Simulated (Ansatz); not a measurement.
Si$_{3}$Te$_{6}$

```xyz
9

Si   -1.4514   -1.5803   -0.7610
Si    0.9715    0.0374    2.5117
Si    1.1562    1.0410   -0.6306
Te   -0.1408   -0.2105   -2.4054
Te   -2.8224   -3.2753   -1.5864
Te   -1.4025   -1.0529    1.7019
Te    1.4362    3.5098   -0.5608
Te   -0.4838    1.9535    1.0911
Te    2.7369   -0.4226    0.6394
```

Geometry: PBE-D4/def2-SVP; core potentials replace the inner electrons of Te.

Method: RKS PBE0-D4/def2-TZVP in Ansatz.

### What can the converged electron density and electron localisation function tell about the bonding?

Si–Te (2.33 Å): ρ is about 0.68 e/Å³ halfway; the ELF peaks at about 0.80 between the atoms, as expected for localised, covalent bonding.
Si–Te (2.51 Å): ρ at the midpoint is about 0.56 e/Å³; the ELF peaks at about 0.85 between the atoms: a covalent bond.
Si–Te (2.51 Å): ρ at the midpoint is about 0.56 e/Å³; the ELF peaks at about 0.85 between the atoms (a covalent bond).

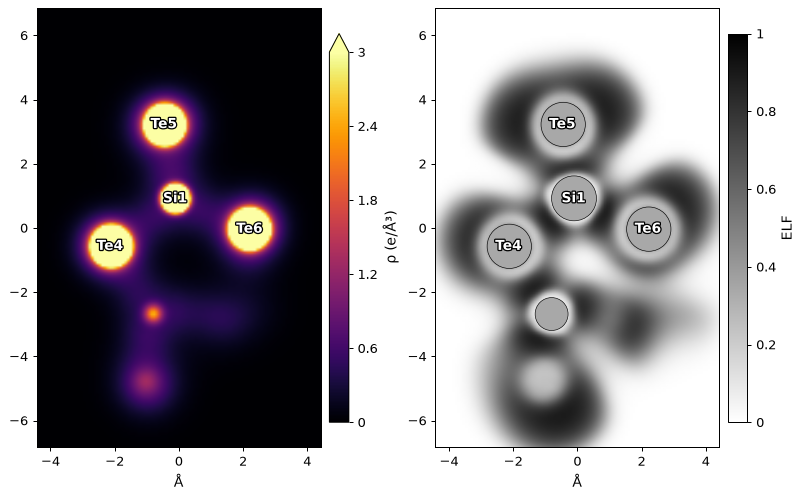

Computed electron density and electron localisation function on the plane of atoms Te4, Si1 and Te6, in this order. Grey discs cover the atomic cores in the ELF map. 
